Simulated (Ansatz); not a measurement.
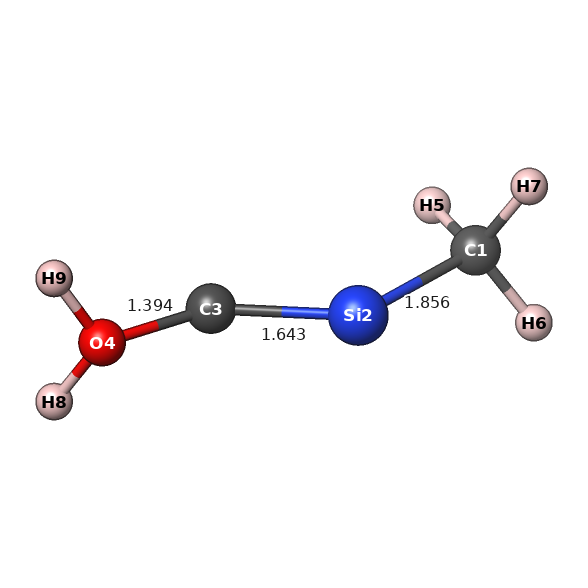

The numbers beside the sticks are distances in Å. Sticks don't show bond order. State: charge +1, singlet. Computed geometry: PBE0-D4/def2-TZVP optimisation. No frequency run is at hand to confirm it as a minimum.

**Which of the marked bonds are single, double, triple or aromatic?**

C1–Si2 single; Si2–C3 triple; C3–O4 single. This is one Lewis structure.

**Give the structure as SMILES.**

C[Si]#C[OH2+]
